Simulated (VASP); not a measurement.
Band structure of PtS2 (1T layered). All values below come from revTPSS meta-GGA, VASP's PBE PAW potentials (set 64) (plane waves; VASP).

Without a dispersion term in the relaxation, distances and binding between the weakly bound layers, chains or molecules are unreliable, and so is what depends on them. Unless said otherwise, spin-orbit coupling is left out, though it shifts the bands of the heavy elements here.

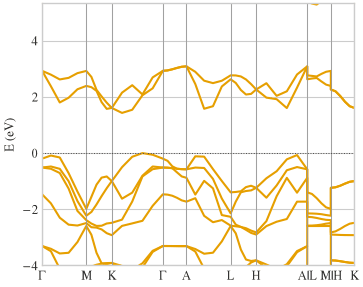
Figure. Bands along high-symmetry lines, zero at the valence-band maximum or, without a gap, the Fermi level

Question: Read the plot: is there a gap, and where are the band edges?

Answer: The gap is indirect, 1.33 eV, from the valence maximum at (0.12, 0.12, 0.00) to the conduction minimum at (0.00, 0.25, 0.40).

The compound is PtS2 in the 1T layered structure. It was relaxed first, which changed the volume by +14 %.
